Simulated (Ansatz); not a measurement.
# A frame of liquid (K,Li)2CO3 from 1100 K (180 atoms): geometry optimisation

Wanted: the relaxed structure of a frame of liquid (K,Li)2CO3 from 1100 K (180 atoms) and its electronic structure.

Program: Ansatz 0.2.0. Level of theory: Kohn-Sham DFT, PBE, PAW (set soft_2), plane waves. Results are calculated unless marked as measured.

**1. Set-up**

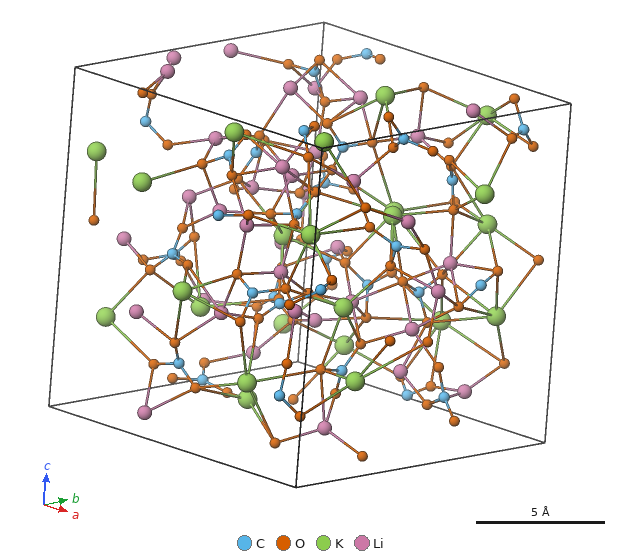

The starting structure, seen slightly off an axis (carbon blue, oxygen orange, potassium green, lithium pink). Some periodic images of atoms are drawn too.

The cell holds 180 atoms: 30 C, 90 O, 23 K and 37 Li. Its edges and angles: a = 13.844 Å, b = 13.844 Å, c = 13.844 Å, α = 90.0°, β = 90.0°, γ = 90.0°. 23 K+, 37 Li+, 30 CO3 2- placed at random, at 1.85 g/cm³; overlaps pushed apart, then 10 ps at 1500 K with harmonic planar carbonate ions with charges +1 on C and -1 on O; Joung-Cheatham ions (J. Phys. Chem. B 112, 9020 (2008)); charges of ions scaled by 0.8. Snapshot after 20 ps at 1100 K and fixed volume. The starting density is a measured one.

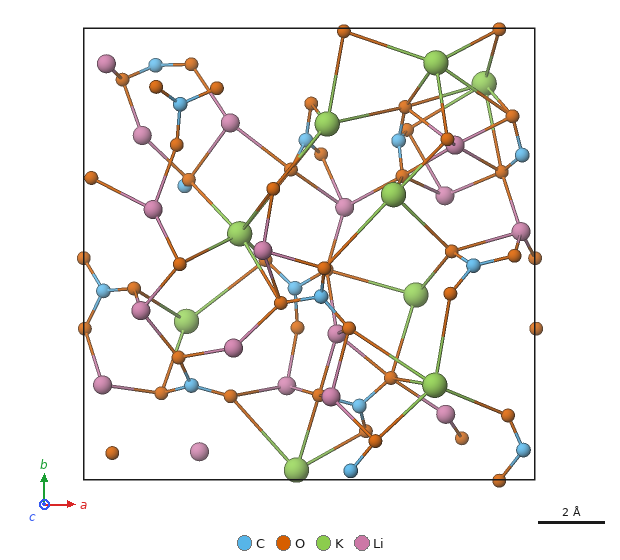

A slice 6 Å thick through the middle of the cell. Bonds to atoms that aren't drawn are left out.

Limits known from the start: The starting topology of bonds comes from the classical model. Only the Γ point is sampled, in a cell whose shortest periodic width is 14 Å.

**2. Single point at the start**

A single point comes first, to see the forces before anything moves.

Contents of input.yaml:

```yaml
crystal:
  lattice:
    - [13.84441, 0.0, 0.0]
    - [0.0, 13.84441, 0.0]
    - [0.0, 0.0, 13.84441]
  atoms:
    - { symbol: C, position: [0.22429, 0.65114, 0.28939] }
    - { symbol: O, position: [0.30509, 0.65145, 0.24072] }
    - { symbol: O, position: [0.15008, 0.66155, 0.24308] }
    - { symbol: O, position: [0.23329, 0.66463, 0.37827] }
    [... 170 atom lines left out ...]
    - { symbol: Li, position: [0.04969, 0.57806, 0.9844] }
    - { symbol: Li, position: [0.73449, 0.41278, 0.78519] }
    - { symbol: Li, position: [0.15416, 0.5987, 0.60289] }
    - { symbol: Li, position: [0.24138, 0.34585, 0.80179] }
    - { symbol: Li, position: [0.33055, 0.05107, 0.05384] }
    - { symbol: Li, position: [0.42036, 0.73803, 0.91293] }
kpoints:
  mp_grid: { grid: [1, 1, 1] }
hamiltonian:
  xc: pbe
scf:
  occupations: { method: fixed }
output:
  forces: true
  stress: true
  populations: true
  dos:
    method: { smearing: { sigma: 0.08 } }
    de: 0.1
    projected: { site_lists: { C: [C], K: [K], Li: [Li], O: [O] } }
  eigenvalues: true
```

Command:

```
> ansatz run input.yaml --threads 4 --pin off --max-ram 8192MiB --backend cpu --events-out ev --progress --plain --runs-dir out
```

Elapsed: 79 s, on 4 threads of Arm Neoverse V2, shared host; peak memory 4.3 GiB; 5.2 min of CPU time.

Numbers from this run:

| Property | Result |
| --- | --- |
| free energy | -101601.6038 eV |
| free energy per atom | -564.4534 eV/atom |
| SCF cycles | 11 |
| pressure | 5.39 GPa |
| r.m.s. force component | 2.494 eV/Å |
| longest force | 14.15 eV/Å |
| Fermi energy | 3.158 eV |
| gap (highest filled to lowest empty level) | 1.988 eV |
| spilling of the projection | 0.009411 |

The r.m.s. force component of 2.5 eV/Å and the pressure of 5.4 GPa set the starting point.

Length of the force by element:

```tsv
element	coordination	atoms	mean length of the force (eV/Å)	spread	least	most
C	all	30	4.99	2.38	1.39	11.7
K	all	23	0.676	0.389	0.142	1.48
Li	all	37	0.683	0.301	0.206	1.36
O	all	90	4.25	2.95	0.774	14.2
```

**3. Relaxation**

With the cell held, the atoms are moved downhill towards a nearby minimum.

input.yaml, the sections that differ from step 2:

```yaml
output:
  forces: true
relax:
  f_tol: 0.05
  max_steps: 167
# crystal, kpoints, hamiltonian, scf: as in step 2
```

Elapsed: 30 min, on 4 threads; peak memory 3.8 GiB.

The steps of the relaxation (22 of 55):

```tsv
step	energy less that of the first step (eV)	largest force component (eV/Å)
1	0.0000	10.4386
4	-30.4236	2.0670
6	-34.5591	1.4822
9	-37.5989	0.8567
11	-38.5322	0.5112
14	-39.3167	0.9158
16	-39.8064	0.8644
19	-40.4640	1.1207
22	-41.0776	0.3724
24	-41.5252	0.4230
27	-41.9057	0.8896
29	-42.1460	0.3002
32	-42.3107	0.2690
34	-42.3483	0.3570
37	-42.4587	0.4112
40	-42.4990	0.1482
42	-42.5085	0.4306
45	-42.5741	0.1283
47	-42.6057	0.1110
50	-42.6582	0.1312
52	-42.6706	0.0780
55	-42.6876	0.0281
```

Relaxation steps 41, 46 were tried and not accepted.

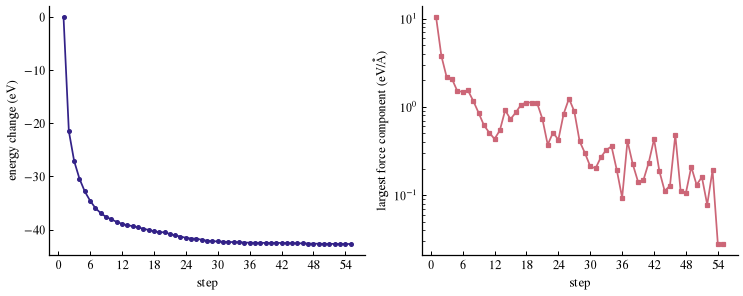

Energy and largest force along the relaxation.

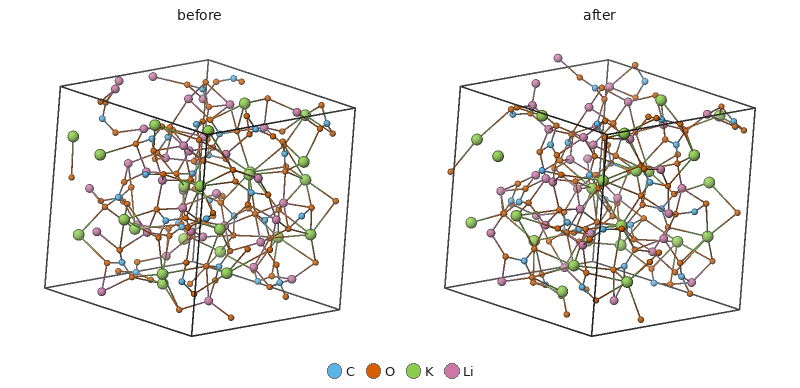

Before and after, at one scale. Bonds to atoms that aren't drawn are left out.

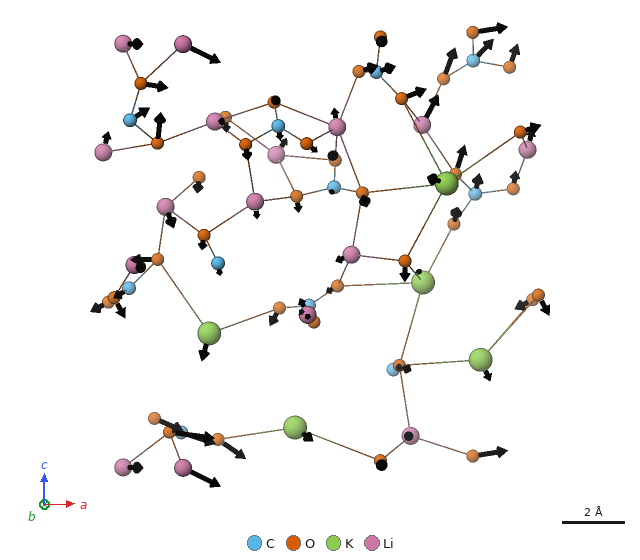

Displacements in the relaxation, scaled; the longest in the cell stands for 2.05 Å. Drawn is a slice 4 Å thick, seen along the normal of the ac plane.

The atoms that moved most (Å):

```tsv
atom	dx	dy	dz	length
O36	1.961	-0.529	-0.240	2.046
K137	1.111	-1.339	0.337	1.772
Li164	1.546	0.143	-0.782	1.739
O48	1.125	0.784	-0.918	1.651
O79	0.217	1.062	1.231	1.640
O115	0.446	-0.694	1.390	1.617
O4	-1.380	-0.348	-0.748	1.608
O116	1.452	-0.563	0.279	1.582
```

The relaxation changed the energy by -237 meV/atom, and atoms moved by 0.91 Å r.m.s., 2.0 Å at most.

**4. Structure statistics after relaxation**

Bonds before and after, by the cutoffs listed below:

```tsv
pair	bonds before	bonds after	mean before (Å)	mean after (Å)	spread before (Å)	spread after (Å)
O-Li	143	149	2.122	2.009	0.157	0.103
O-C	90	90	1.270	1.300	0.055	0.011
O-K	134	141	2.941	2.876	0.254	0.170
```

Density 1.85 g/cm³, 14.74 Å³ an atom.

g(r), total and by pair (bins of 0.2 Å):

```tsv
r (Å)	total	O-O	O-Li	O-C	O-K	Li-Li	Li-C
1.20	1.89	0.00	0.00	11.30	0.00	0.00	0.00
1.40	1.59	0.00	0.00	9.60	0.00	0.00	0.00
1.60	0.00	0.00	0.00	0.00	0.00	0.00	0.00
1.80	0.43	0.00	2.08	0.00	0.00	0.00	0.00
2.00	1.60	0.00	7.76	0.00	0.00	0.00	0.00
2.20	1.58	4.62	1.83	0.00	0.00	0.00	0.73
2.40	0.31	0.00	0.12	0.00	0.00	0.00	4.15
2.60	0.33	0.00	0.09	0.00	1.23	1.64	1.24
2.80	1.02	0.03	0.20	0.00	4.64	1.39	4.46
3.00	0.93	0.73	0.42	0.17	1.97	1.04	3.70
3.20	1.08	1.69	0.74	0.30	0.76	2.42	0.94
3.40	1.04	1.63	1.03	0.57	0.40	0.95	0.16
3.60	1.09	0.80	1.56	1.08	0.71	1.52	0.30
3.80	1.14	0.94	1.25	1.33	1.03	0.75	0.06
4.00	0.96	0.62	1.25	1.34	0.63	1.06	0.00
4.20	0.99	0.80	0.72	1.69	1.25	0.61	0.38
4.40	0.95	0.73	0.59	1.42	1.57	0.39	0.34
4.60	0.98	1.02	0.86	1.17	1.16	0.93	0.72
4.80	0.95	1.02	0.84	0.95	1.04	1.00	0.91
5.00	1.02	1.45	0.67	1.07	0.75	1.18	0.88
5.20	1.03	1.31	0.97	0.99	0.86	1.26	1.30
5.40	0.96	1.10	1.14	0.86	0.79	1.11	0.72
5.60	1.06	1.15	1.11	0.94	0.81	1.18	1.46
5.80	0.92	0.92	0.94	1.03	0.95	0.82	1.19
6.00	0.97	0.76	0.90	1.13	0.85	0.95	1.06
6.20	0.98	0.86	1.05	0.97	0.81	0.92	1.39
6.40	1.04	0.99	1.24	0.97	1.16	0.49	0.98
6.60	0.99	0.96	1.08	0.96	0.97	0.85	0.94
```

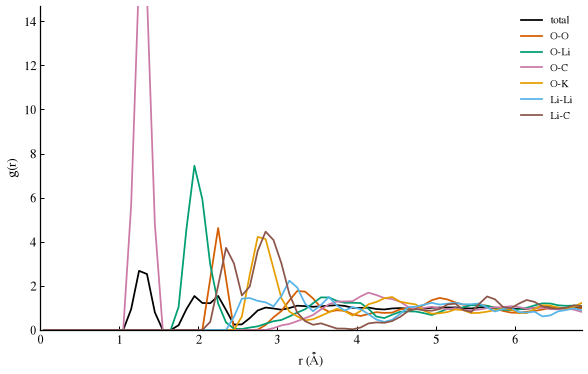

Pair distribution functions, lightly smoothed, with peaks cut at 14.

Bonds by pair of elements; cutoffs follow the first minimum of g(r), held within bounds set by covalent radii, and pairs that aren't listed don't count as bonded:

```tsv
pair A-B	cutoff (Å)	bonds	mean length (Å)	spread (Å)	shortest (Å)	B about A	A about B
O-Li	2.48	149	2.01	0.103	1.83	1.66	4.03
O-C	1.73	90	1.3	0.011	1.27	1	3
O-K	3.38	141	2.88	0.17	2.61	1.57	6.13
```

How many atoms have how many bonded neighbours:

```tsv
element	mean	3	4	5	6	7
C	3	30	0	0	0	0
K	6.13	0	1	4	9	9
Li	4.03	4	28	5	0	0
O	4.22	10	50	30	0	0
```

Bond angles, per cent of each kind in bins of 5°:

```tsv
angle (°)	O-K-O	O-Li-O	K-O-Li	C-O-Li	C-O-K
40–45	2.7	0.0	0.0	0.0	0.0
45–50	5.4	0.0	0.0	0.0	0.0
50–55	0.3	0.0	0.0	0.0	0.0
55–60	0.5	0.0	0.0	0.0	0.0
60–65	3.8	6.1	0.0	0.0	0.0
65–70	5.1	7.0	1.2	0.0	0.0
70–75	5.1	0.0	2.9	0.0	0.7
75–80	5.4	0.0	8.8	2.7	2.8
80–85	5.9	0.0	9.9	12.8	3.5
85–90	8.4	0.4	15.8	16.1	12.1
90–95	5.7	6.1	11.1	8.1	14.2
95–100	4.6	8.7	5.3	1.3	10.6
100–105	3.5	10.0	5.3	2.7	5.7
105–110	3.5	9.1	5.9	4.0	5.7
110–115	5.9	12.6	7.0	5.4	7.8
115–120	3.5	15.7	3.5	12.1	6.4
120–125	7.0	7.0	5.3	7.4	5.7
125–130	4.6	5.2	3.5	5.4	5.0
130–135	4.9	4.8	2.3	5.4	6.4
135–140	1.4	2.2	1.2	6.0	1.4
140–145	4.3	2.2	2.9	2.7	2.1
145–150	2.4	0.4	1.8	2.7	5.0
150–155	1.9	0.4	0.6	1.3	2.1
155–160	1.6	0.9	1.2	0.7	1.4
160–165	0.8	0.9	0.6	0.0	0.7
165–170	1.4	0.4	1.2	3.4	0.0
170–175	0.3	0.0	2.3	0.0	0.7
175–180	0.0	0.0	0.6	0.0	0.0
```

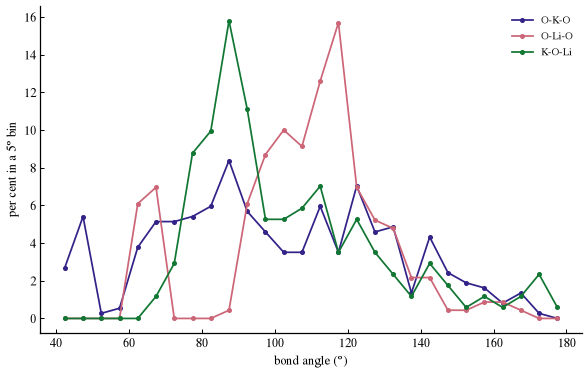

Distributions of the most common bond angles.

Bond angles (no mean is given where the spread exceeds 20°):

```tsv
angle	count	mean (°)	spread (°)
O-K-O	370	-	-
O-Li-O	230	-	-
K-O-Li	171	-	-
C-O-Li	149	-	-
C-O-K	141	-	-
```

Bond length by coordination (bonds to H left out):

```tsv
element	coordination	atoms	mean bond length (Å)
K	4	1	2.83
K	5	4	2.81
K	6	9	2.86
K	7	9	2.91
Li	3	4	1.89
Li	4	28	2.00
Li	5	5	2.09
O	3	10	1.83
O	4	50	2.08
O	5	30	2.35
```

By these cutoffs all C atoms have 3, 39 % of K atoms have 6 and as many 7, 76 % of Li atoms have 4 and 56 % of O atoms have 4 bonded neighbours.

**5. Single point at the relaxed geometry**

One more single point at the end of the walk gives the fuller output and checks the residual forces.

Contents of input.yaml:

```yaml
crystal:
  lattice:
    - [13.84441, 0.0, 0.0]
    - [0.0, 13.84441, 0.0]
    - [0.0, 0.0, 13.84441]
  atoms:
    - { symbol: C, position: [0.15778, 0.62601, 0.23555] }
    - { symbol: O, position: [0.24503, 0.64132, 0.20378] }
    - { symbol: O, position: [0.09298, 0.59316, 0.17591] }
    - { symbol: O, position: [0.13359, 0.63946, 0.32421] }
    [... 170 atom lines left out ...]
    - { symbol: Li, position: [0.02077, 0.63232, 0.06198] }
    - { symbol: Li, position: [0.77804, 0.387, 0.87259] }
    - { symbol: Li, position: [0.1461, 0.63956, 0.5881] }
    - { symbol: Li, position: [0.2566, 0.36376, 0.80049] }
    - { symbol: Li, position: [0.29622, 0.08192, 0.09188] }
    - { symbol: Li, position: [0.40914, 0.73579, 0.92421] }
kpoints:
  mp_grid: { grid: [1, 1, 1] }
hamiltonian:
  xc: pbe
scf:
  occupations: { method: fixed }
output:
  forces: true
  stress: true
  populations: intrinsic
  dos:
    method: { smearing: { sigma: 0.08 } }
    de: 0.1
    projected: { site_lists: { C: [C], K: [K], Li: [Li], O: [O] } }
  eigenvalues: true
  write_density: true
  write_potential: true
  volumetric_format: npy
```

Run time: 79 s. Hardware: 4 threads; peak memory 4.3 GiB; 5.1 min of CPU time.

The program notes that the exchange-correlation potential is rough where the density is thin.

Read from the output:

```yaml
free_energy: -101644.2914 eV
free_energy_per_atom: -564.6905 eV/atom
scf_cycles: 10
pressure: -0.5365 GPa
r_m_s_force_component: 0.00455 eV/Å
longest_force: 0.03347 eV/Å
fermi_energy: 2.142 eV
spacing_of_highest_filled_and_lowest_empty_level: 3.634 eV
```

Intrinsic-atomic-orbital charges by element and coordination:

```tsv
element	coordination	atoms	mean charge (e)	spread	least	most
C	all	30	0.619	0.0111	0.593	0.647
K	all	23	0.857	0.0101	0.839	0.877
K	4	1	0.877	0	0.877	0.877
K	5	4	0.865	0.0078	0.857	0.875
K	6	9	0.854	0.0084	0.844	0.874
K	7	9	0.853	0.008	0.839	0.864
Li	all	37	0.771	0.0119	0.749	0.802
Li	3	4	0.794	0.0057	0.786	0.802
Li	4	28	0.770	0.0076	0.756	0.790
Li	5	5	0.756	0.0076	0.749	0.770
O	all	90	-0.742	0.0245	-0.792	-0.678
O	3	10	-0.723	0.0186	-0.761	-0.705
O	4	50	-0.744	0.0243	-0.789	-0.678
O	5	30	-0.746	0.0236	-0.792	-0.701
```

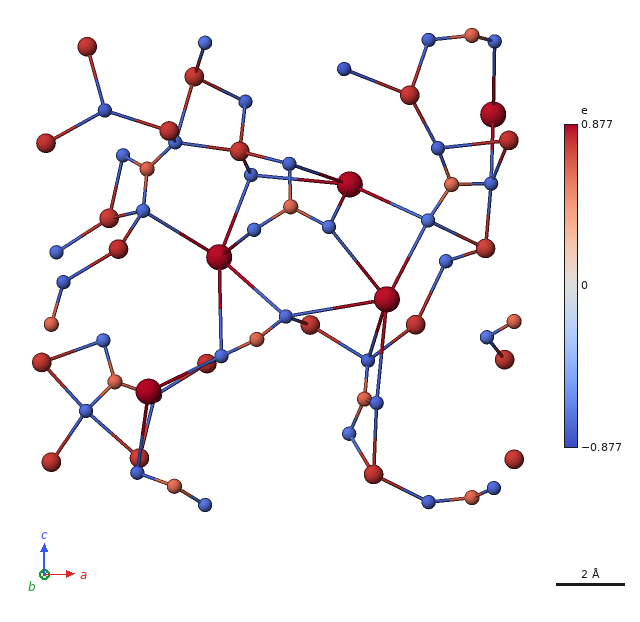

Atoms coloured by intrinsic-atomic-orbital charge. Drawn is a slice 4 Å thick, seen along the normal of the ac plane. Bonds to atoms that aren't drawn are left out.

Density of states as counts of states in windows of 1 eV (from the Fermi level), total and the larger projections:

```tsv
from (eV)	to (eV)	total	O p	C p	O s	K p
-14	-13	0.1	0.0	0.0	0.0	0.1
-13	-12	125.5	1.2	0.2	0.1	123.6
-12	-11	12.4	0.1	0.0	0.0	12.2
-11	-9	0.0	0.0	0.0	0.0	0.0
-9	-8	9.6	5.3	0.0	2.5	0.0
-8	-7	50.4	27.8	0.3	14.3	0.3
-7	-6	84.6	55.4	16.1	9.9	0.3
-6	-5	95.4	59.2	25.6	8.1	0.4
-5	-4	0.0	0.0	0.0	0.0	0.0
-4	-3	1.2	1.1	0.0	0.0	0.0
-3	-2	121.5	115.2	0.3	0.4	0.2
-2	-1	120.3	117.2	0.2	0.1	0.3
-1	0	56.1	55.2	0.0	0.0	0.0
0	1	0.8	0.8	0.0	0.0	0.0
1	3	0.0	0.0	0.0	0.0	0.0
3	4	2.0	0.0	0.0	0.4	0.0
4	5	25.5	3.5	4.7	1.5	0.1
```

The curve was stored every 0.100 eV, coarse against its broadening of 0.08 eV, so these counts are rough.

With fixed occupations the program's Fermi level is the highest filled level; weight inside the gap is the broadening of levels at its edges.

Between -26 and -14 eV lie 180 more states.

The stored curve holds about 858 of the 978 electrons; the rest, give or take the few that broadening carries across the Fermi level, lie in deeper levels below its range.

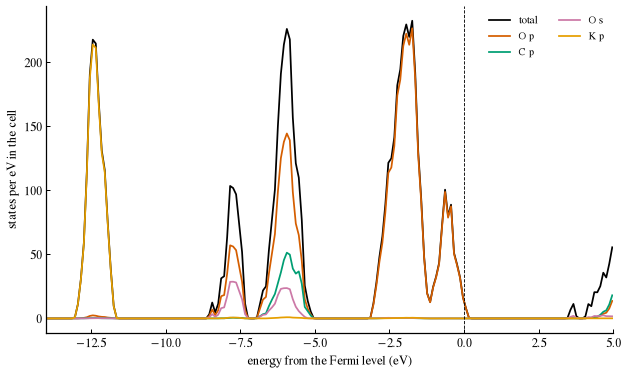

Total and projected density of states, with the broadening of the input.

The levels nearest the highest filled one (over half full), pooled over k-points and spins:

```tsv
level less the highest filled one (eV)	occupation
-0.337	2
-0.237	2
-0.208	2
-0.196	2
-0.125	2
0	2
3.63	0
4.19	0
4.38	0
4.42	0
4.56	0
4.63	0
```

Mean intrinsic-atomic-orbital charges: C +0.62, K +0.86, Li +0.77, O -0.74 e.

**6. Outcome**

```
energy change in the relaxation                  : -237.2 meV/atom
r.m.s. displacement                              : 0.913 Å
largest displacement                             : 2.046 Å
free energy per atom                             : -564.6905 eV/atom
pressure                                         : -0.5365 GPa
r.m.s. force component                           : 0.00455 eV/Å
gap (highest filled to lowest empty level) : 3.634 eV
wall time of the 3 DFT runs                      : 32 min
```

Relaxation lowers the energy by 237 meV/atom and moves atoms by 0.91 Å r.m.s.; the r.m.s. force component goes from 2.5 to 0.0046 eV/Å, the pressure goes from 5.4 to -0.54 GPa, and the gap from 1.99 to 3.63 eV. By the final cutoffs 65 of 367 bonded pairs parted and 78 joined. From the first step to the last the energy fell by 42.688 eV, and the largest move was 2.05 Å (O36). The O-Li bonds change most in mean length: from 2.122 Å (spread 0.157) to 2.009 Å (spread 0.103), and their number from 143 to 149. By these cutoffs all C atoms have 3, 39 % of K atoms have 6 and as many 7, 76 % of Li atoms have 4 and 56 % of O atoms have 4 bonded neighbours. Between filled and empty levels lie 3.63 eV (at Γ alone); a semilocal functional tends to put such gaps too low. In a disordered cell it changes from sample to sample and from frame to frame.

**Limits.** The starting topology of bonds comes from the classical model; in DFT 65 of its 367 bonded pairs passed out of the cutoffs and 78 came within them.

[Logs are printed without paths, hosts, clocks, repeated set-up lines and the standing remarks that a program may print on its own settings, such as how far it seeks lower states.]

[Hosts, paths, dates, database ids (printed as entryN), source tags and the programs' standing remarks are cut or masked in the printed files.]
